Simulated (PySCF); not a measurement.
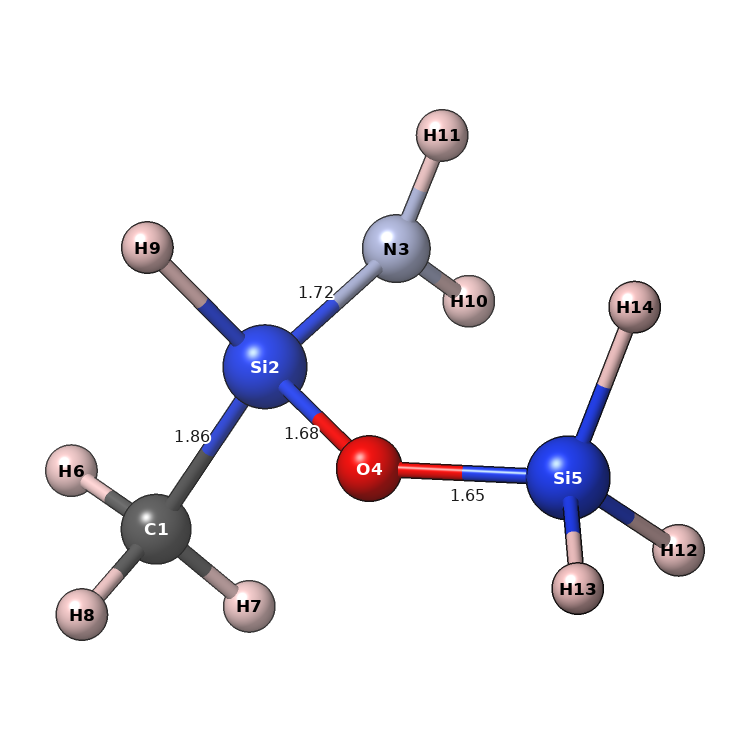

Bond lengths are marked in Å; every bond is drawn as one stick. Computed geometry: PBE0-D3(BJ)/def2-SVP optimisation. No frequency run is at hand to confirm it as a minimum.

> Assign a bond order to each marked bond.

C1–Si2 single; Si2–N3 single; Si2–O4 single; O4–Si5 single.

> Write the SMILES.

C[Si@H](N)O[SiH3]
